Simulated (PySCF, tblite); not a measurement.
**C7H7NSi: geometry, infrared bands and NMR shifts**

Aim: predict the infrared bands and NMR shifts of C7H7NSi (`C[C@H]1[SiH2]C=C1C#CC#N`).

Programs: tblite 0.8.0 and PySCF 2.14.0, with density-fitted response routines of our own. Each step states its level of theory. These are calculated values for one molecule in the gas phase, unless marked as measured. Atoms count from 0, in the outputs and in this text.

**1. The molecule as given**

16 atoms, charge 0, multiplicity 1; geometry from: force field or distance geometry start.

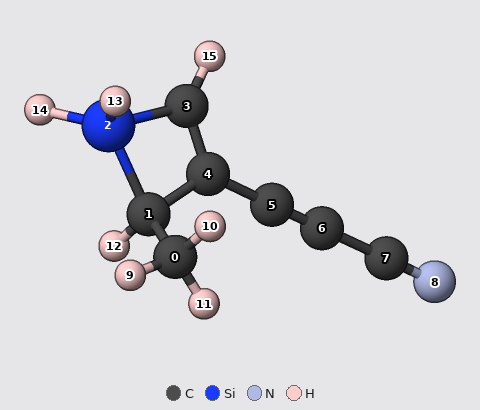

As it starts; carbon dark grey, silicon blue, nitrogen light blue, hydrogen pink, atoms numbered; sticks join atoms by distance.

**2. Geometry optimisation with GFN2-xTB**

What the job is given:

```
{"job": {"kind": "relax", "xc": "GFN2-xTB", "basis": "xTB"}, "charge": 0, "multiplicity": 1}
C     -1.455500    -1.329800     0.080800
C     -0.975000    -0.051000    -0.599500
Si    -1.822700     1.541800    -0.052900
C     -0.051700     1.747600     0.416600
C      0.353400     0.526000    -0.009800
C      1.763300    -0.113400     0.011400
C      2.861700    -0.605400     0.035000
C      4.269400    -1.239900     0.075100
N      5.323700    -1.729100     0.095100
H     -2.484600    -1.574700    -0.241300
H     -1.470800    -1.254500     1.173800
H     -0.826700    -2.176700    -0.186900
H     -0.983900    -0.164500    -1.671300
H     -2.742000     1.425700     1.105300
H     -2.249400     2.452800    -1.161300
H      0.483300     2.554100     0.918700
```

Command:

```
OMP_NUM_THREADS=1 python probes_run.py task.json out
```

The driver reads the jobs from task.json and runs them one after another.

What it wrote:

```text
step      E/eV     max force
  0    -625.98302    4.769
  1    -626.14315    5.586
  2    -626.50300    2.181
  3    -626.69362    3.842
  4    -626.74708    4.588
  5    -626.89909    1.546
  6    -626.97542    0.989
  7    -627.05406    1.202
  8    -627.09319    0.583
  9    -627.12858    0.332
 10    -627.14069    0.286
 11    -627.14686    0.270
 12    -627.15159    0.198
 13    -627.15514    0.150
 14    -627.15703    0.097
 15    -627.15808    0.089
 16    -627.15910    0.107
 17    -627.16031    0.092
 18    -627.16152    0.087
 19    -627.16255    0.078
 20    -627.16346    0.096
 21    -627.16441    0.092
 22    -627.16533    0.078
 23    -627.16608    0.079
 24    -627.16667    0.065
 25    -627.16724    0.074
 26    -627.16789    0.070
 27    -627.16857    0.070
 28    -627.16915    0.059
 29    -627.16960    0.067
 30    -627.16999    0.057
 31    -627.17041    0.064
 32    -627.17085    0.051
 33    -627.17122    0.055
 34    -627.17147    0.041
 35    -627.17164    0.035
 36    -627.17183    0.047
 37    -627.17210    0.060
 38    -627.17242    0.067
 39    -627.17273    0.049
 40    -627.17303    0.052
 41    -627.17343    0.065
 42    -627.17400    0.091
 43    -627.17471    0.095
 44    -627.17532    0.056
 45    -627.17571    0.043
 46    -627.17596    0.050
 47    -627.17618    0.058
 48    -627.17637    0.042
 49    -627.17652    0.031
 50    -627.17666    0.034
 51    -627.17680    0.036
 52    -627.17694    0.035
 53    -627.17709    0.039
 54    -627.17727    0.038
 55    -627.17751    0.053
 56    -627.17780    0.062
 57    -627.17804    0.049
 58    -627.17817    0.024
 59    -627.17823    0.018
 60    -627.17829    0.023
 61    -627.17836    0.026
 62    -627.17843    0.021
 63    -627.17849    0.014
 64    -627.17853    0.016
 65    -627.17857    0.015
 66    -627.17861    0.017
 67    -627.17865    0.015
 68    -627.17867    0.013
 69    -627.17869    0.016
 70    -627.17870    0.013
 71    -627.17872    0.009
```

Wall time 0.85 s (1 thread of Arm Neoverse N1, shared host); peak memory 0.18 GiB.

Relaxation path: (not every step is listed)

```csv
step,energy from step 0 (eV),largest force (eV/Å)
0,0.0000,4.7691
1,-0.1601,5.5859
2,-0.5200,2.1811
3,-0.7106,3.8421
4,-0.7641,4.5876
5,-0.9161,1.5463
6,-0.9924,0.9894
7,-1.0710,1.2015
8,-1.1102,0.5829
13,-1.1721,0.1496
18,-1.1785,0.0875
23,-1.1831,0.0787
28,-1.1861,0.0590
33,-1.1882,0.0552
38,-1.1894,0.0672
43,-1.1917,0.0948
48,-1.1934,0.0416
53,-1.1941,0.0387
58,-1.1952,0.0241
63,-1.1955,0.0145
66,-1.1956,0.0169
67,-1.1956,0.0145
68,-1.1957,0.0130
69,-1.1957,0.0157
70,-1.1957,0.0128
71,-1.1957,0.0095
```

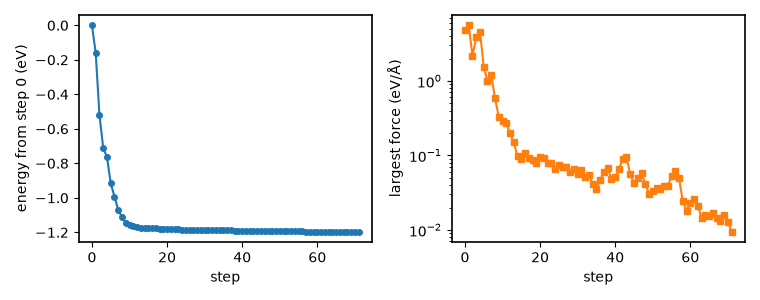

Energy and largest force along the relaxation.

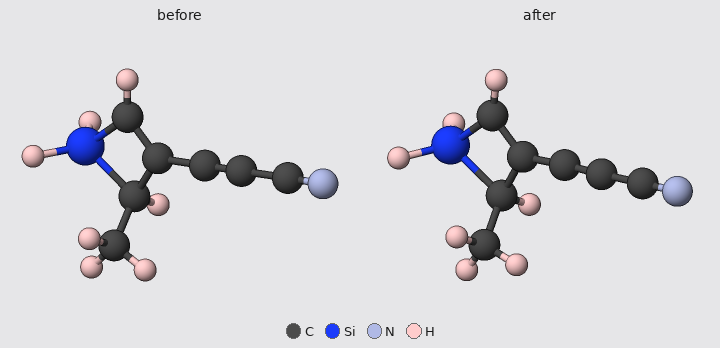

Before and after, at one scale.

Close pairs (by a distance rule), those that changed most:

```csv
bond,before (Å),after (Å),change (Å)
C6–C7,1.545,1.356,-0.188
C4–C5,1.548,1.390,-0.158
C1–Si2,1.885,1.941,+0.055
Si2–C3,1.844,1.888,+0.045
C1–C4,1.564,1.520,-0.044
Si2–H14,1.497,1.460,-0.037
Si2–H13,1.483,1.460,-0.024
C0–H9,1.106,1.088,-0.018
```

The end geometry stands in the next job.

**3. Harmonic vibrations with GFN2-xTB**

What the job is given:

```
{"job": {"kind": "ir", "xc": "GFN2-xTB", "basis": "xTB"}, "charge": 0, "multiplicity": 1}
C     -1.289021    -1.348826     0.092867
C     -0.893345    -0.040317    -0.574039
Si    -1.817108     1.585034    -0.053206
C     -0.015512     1.787721     0.474880
C      0.365785     0.579433     0.009405
C      1.611512    -0.036577     0.028410
C      2.678552    -0.619846     0.016487
C      3.880793    -1.247492     0.019178
N      4.900747    -1.781606     0.021372
H     -2.237347    -1.704416    -0.304437
H     -1.395559    -1.212609     1.167662
H     -0.535036    -2.116936    -0.079409
H     -0.785571    -0.206374    -1.649062
H     -2.803870     1.421885     1.010038
H     -2.291248     2.431982    -1.143767
H      0.618629     2.517888     0.952210
```

What it wrote:

```text
mode    cm-1     km/mol
  1      54.9      1.24
  2      63.1      1.30
  3     131.7      2.25
  4     164.7      3.92
  5     200.5      3.09
  6     218.0      1.90
  7     243.1      1.43
  8     313.7      1.08
  9     375.5      3.76
 10     443.4      1.03
 11     451.6      1.96
 12     475.0     43.84
 13     487.9     23.67
 14     493.8     24.18
 15     599.1     10.89
 16     604.6    131.56
 17     650.4     50.12
 18     708.7     60.53
 19     761.0    225.86
 20     781.0     71.41
 21     810.4    113.20
 22     932.7      6.71
 23     998.3      6.36
 24    1066.1     10.22
 25    1124.2      8.55
 26    1146.1      3.90
 27    1166.1      1.79
 28    1272.6      1.68
 29    1291.2      1.87
 30    1412.6      1.30
 31    1500.3      2.29
 32    1506.6      2.65
 33    1578.0      3.04
 34    2247.8     45.49
 35    2283.8    472.97
 36    2291.1    250.41
 37    2333.2    394.96
 38    2942.0     46.22
 39    3003.1     31.81
 40    3022.4     40.67
 41    3030.1     31.13
 42    3078.6     42.41
```

Wall time 0.99 s (1 thread of Arm Neoverse N1, shared host); peak memory 0.18 GiB.

The strongest bands and the atoms that carry them (share of the mass-weighted mode):

```csv
cm⁻¹,km/mol,atoms
605,131.6,"H13 45 %, H14 38 %"
709,60.5,"C3 22 %, C1 17 %, Si2 15 %, C4 12 %"
761,225.9,"H13 43 %, H14 38 %"
781,71.4,"H15 68 %, C3 20 %"
810,113.2,"C3 34 %, H15 23 %, Si2 12 %"
2284,473.0,"H14 63 %, H13 33 %"
2291,250.4,"H13 64 %, H14 34 %"
2333,395.0,"C7 58 %, N8 33 %"
```

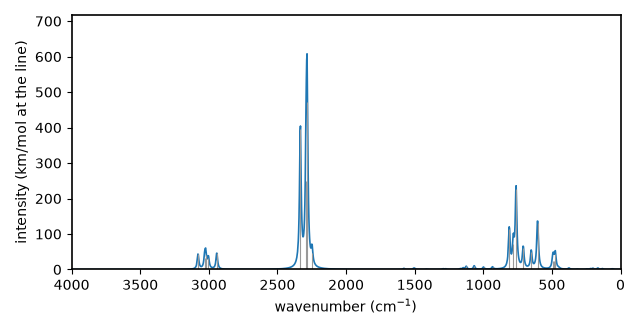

The infrared spectrum from these modes, unscaled. Lines are broadened to a width of 14 cm⁻¹ (Lorentzian).

**4. Nuclear shieldings: PBE0/pcSseg-1**

Settings changed since step 3:

```diff
@@ -1,2 +1,2 @@
-{"job": {"kind": "ir", "xc": "GFN2-xTB", "basis": "xTB"}, "charge": 0, "multiplicity": 1}
+{"job": {"kind": "nmr", "xc": "PBE0", "basis": "pcSseg-1"}, "charge": 0, "multiplicity": 1}
 C     -1.289021    -1.348826     0.092867
```

Level: GIAO PBE0/pcSseg-1 NMR shielding, non-relativistic, gas phase.

What it wrote:

```text
coarse grid: 14632 points
cycle   1  E = -614.3963622172  dE =  1.402e+00  |g| = 4.984e-01  |ddm| = 4.185e+00
cycle   2  E = -614.2710504833  dE =  1.253e-01  |g| = 8.961e-01  |ddm| = 1.443e+00
cycle   3  E = -614.4503680319  dE = -1.793e-01  |g| = 2.002e-01  |ddm| = 9.521e-01
cycle   4  E = -614.4593401759  dE = -8.972e-03  |g| = 5.536e-02  |ddm| = 2.180e-01
cycle   5  E = -614.4599848647  dE = -6.447e-04  |g| = 2.379e-02  |ddm| = 7.823e-02
cycle   6  E = -614.4601205222  dE = -1.357e-04  |g| = 9.931e-03  |ddm| = 2.776e-02
cycle   7  E = -614.4601435489  dE = -2.303e-05  |g| = 2.629e-03  |ddm| = 1.007e-02
cycle   8  E = -614.4601452936  dE = -1.745e-06  |g| = 6.559e-04  |ddm| = 3.262e-03
final grid: 138984 points
cycle   9  E = -614.5141946718  dE = -2.769e-05  |g| = 6.887e-03  |ddm| = 9.955e-02
cycle  10  E = -614.5141827470  dE =  1.192e-05  |g| = 9.692e-03  |ddm| = 1.905e-02
cycle  11  E = -614.5142056877  dE = -2.294e-05  |g| = 2.527e-03  |ddm| = 1.218e-02
cycle  12  E = -614.5142071882  dE = -1.501e-06  |g| = 5.042e-04  |ddm| = 2.168e-03
cycle  13  E = -614.5142072437  dE = -5.547e-08  |g| = 1.359e-04  |ddm| = 5.728e-04
cycle  14  E = -614.5142072476  dE = -3.879e-09  |g| = 5.850e-05  |ddm| = 1.873e-04
cycle  15  E = -614.5142072484  dE = -8.431e-10  |g| = 2.152e-05  |ddm| = 7.924e-05
converged SCF energy = -614.5142072484

GIAO shielding tensors (ppm)
atom      isotropic    diamagn.    paramagn.     s11        s22        s33       span
  0 C      167.546     245.734     -78.188    156.389    162.699    183.550     27.161
  1 C      150.258     248.229     -97.971    135.477    143.742    171.556     36.079
  2 Si     385.730     880.178    -494.448    347.194    387.920    422.077     74.883
  3 C       24.495     251.959    -227.464    -95.143      9.342    159.287    254.429
  4 C       32.041     265.066    -233.025    -75.597     33.708    138.012    213.609
  5 C      107.677     245.284    -137.608     -1.217     12.738    311.509    312.727
  6 C      107.436     244.489    -137.054     54.523     66.401    201.384    146.860
  7 C       75.340     267.023    -191.683    -32.832    -32.533    291.385    324.217
  8 N      -56.515     342.277    -398.792   -227.368   -218.280    276.102    503.470
  9 H       30.352      28.441       1.911     26.130     27.733     37.192     11.063
 10 H       30.673      29.841       0.832     27.375     28.965     35.680      8.305
 11 H       29.845      29.451       0.394     25.313     28.709     35.514     10.201
 12 H       29.159      30.788      -1.628     26.347     28.069     33.062      6.716
 13 H       27.135      28.849      -1.714     24.195     25.625     31.586      7.391
 14 H       26.793      28.622      -1.829     23.875     24.753     31.752      7.877
 15 H       24.582      31.679      -7.097     21.518     24.728     27.501      5.983
```

Wall time 51 s (1 thread of Arm Neoverse N1, shared host); peak memory 0.85 GiB.

Shifts follow as δ = σ(reference) − σ, with reference shieldings (ppm) from runs at the same level and on the same kind of geometry: 1H TMS 31.72, 13C TMS 186.9, 29Si TMS 349.2, 15N NH3 267.7. The references are single molecules in the gas phase, so shifts against H2O, NH3, PH3, H3PO4 or CFCl3 are not on the usual liquid scales and can be off by tens of ppm. Atoms listed in one row are averaged.

```csv
atoms,environment,σ (ppm),δ (ppm),δ scaled to CDCl3
C3,alkene CH,24.5,162.4,156.6
C4,fully substituted alkene carbon,32.0,154.9,149.3
C7,nitrile carbon,75.3,111.6,107.0
C6,alkyne carbon,107.4,79.5,75.7
C5,alkyne carbon,107.7,79.2,75.4
C1,allylic sp3 CH bonded to Si,150.3,36.7,33.9
C0,methyl carbon,167.5,19.4,17.0
H15,hydrogen on an alkene CH,24.58,7.13,6.83
H14,"hydrogen on a silicon bonded to 2 C, in a 4-membered ring",26.79,4.92,–
H13,"hydrogen on a silicon bonded to 2 C, in a 4-membered ring",27.14,4.58,–
H12,hydrogen on an allylic sp3 CH bonded to Si,29.16,2.56,2.52
"H9, H10, H11",hydrogen on a methyl carbon,30.29,1.43,1.45
Si2,"silicon bonded to 2 C, 2 H, in a 4-membered ring",385.7,-36.6,–
N8,nitrile nitrogen,-56.5,324.2,–
```

The scaled column applies a straight-line fit of computed shieldings to shifts measured in CDCl3 (root-mean-square error 0.16 ppm for H, 1.9 ppm for C).

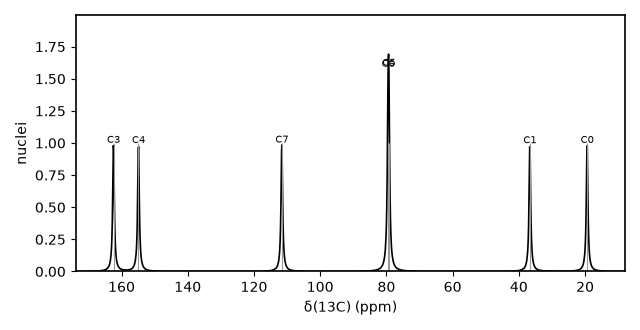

13C lines at the computed shifts, without couplings. Lines are broadened to a width of 0.57 ppm (Lorentzian).

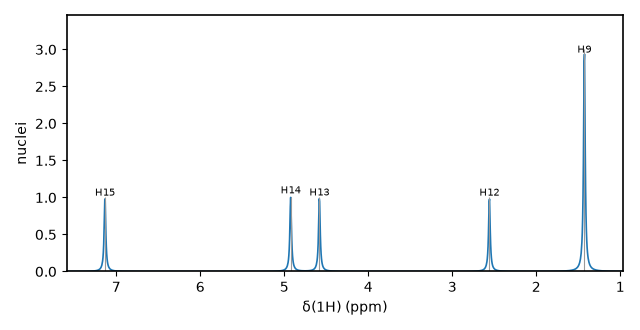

1H lines at the computed shifts, without couplings. Lines are broadened to a width of 0.02 ppm (Lorentzian).

The run also stored atomic charges by several schemes (e):

```csv
atoms,Mulliken,IAO,Hirshfeld,ESP fit
C0,-0.21,-0.42,-0.12,-0.38
C1,-0.49,-0.35,-0.10,0.01
Si2,0.70,0.74,0.36,0.43
C3,-0.26,-0.39,-0.12,-0.34
C4,-0.26,0.00,0.01,-0.04
C5,0.45,0.04,0.02,0.18
C6,-0.06,-0.08,-0.02,-0.35
C7,-0.09,0.14,0.08,0.55
N8,-0.22,-0.21,-0.19,-0.46
```

ESP fit charges:

C0 -0.38; C1 0.01; Si2 0.43; C3 -0.34; C4 -0.04; C5 0.18; C6 -0.35; C7 0.55; N8 -0.46; H9 0.10; H10 0.11; H11 0.13; H12 0.05; H13 -0.07; H14 -0.09; H15 0.18

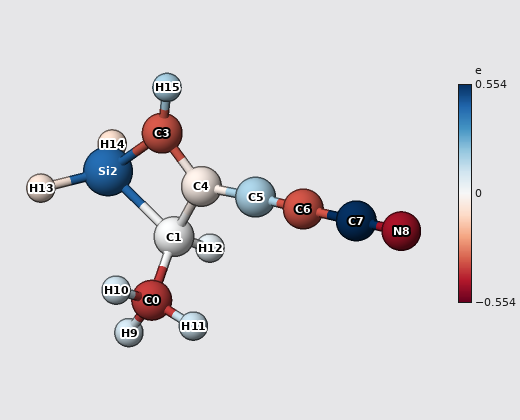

ESP fit charges, as colours on the atoms.

Mayer bond orders: C0–C1 1.03, C1–Si2 0.88, Si2–C3 0.92, C3–C4 1.71, C4–C5 1.03, C5–C6 1.88, C6–C7 1.18, C7–N8 2.87, C4–C1 0.95.

Ring of atoms C1, Si2, C3, C4: NICS(0) 0.1, NICS(1) -2.4, NICS(1)zz 3.0 ppm (means of both faces).

**5. What came out**

```
                                                              quantity                                            value
                             strongest single infrared mode (GFN2-xTB)                            2284 cm⁻¹, 473 km/mol
                                          zero-point energy (GFN2-xTB)                                    69.0 kcal/mol
                                13C shifts against TMS (PBE0/pcSseg-1)  162.4, 154.9, 111.6, 79.5, 79.2, 36.7, 19.4 ppm
1H shifts against TMS (PBE0/pcSseg-1, means over atoms taken as alike)                 7.13, 4.92, 4.58, 2.56, 1.43 ppm
                               29Si shifts against TMS (PBE0/pcSseg-1)                                        -36.6 ppm
                                15N shifts against NH3 (PBE0/pcSseg-1)                                        324.2 ppm
```

**Reading.** The optimisation took 71 steps and gained 1.196 eV; among the close pairs (by a distance rule), C6–C7 changed most, from 1.545 to 1.356 Å. No mode is imaginary among the 42: a minimum at this level. The strongest single mode, at 2284 cm⁻¹, moves mainly H14 and H13. Unscaled tight-binding wavenumbers are off by several per cent, some by more. Its intensities can rank the bands wrongly. The most deshielded hydrogen is H15 (hydrogen on an alkene CH), at 7.13 ppm: attached to an sp2 carbon and in the plane of the double bond. At PBE0/pcSseg-1: The widest tensor belongs to N8: span 503 ppm, with a paramagnetic part of -399 ppm.
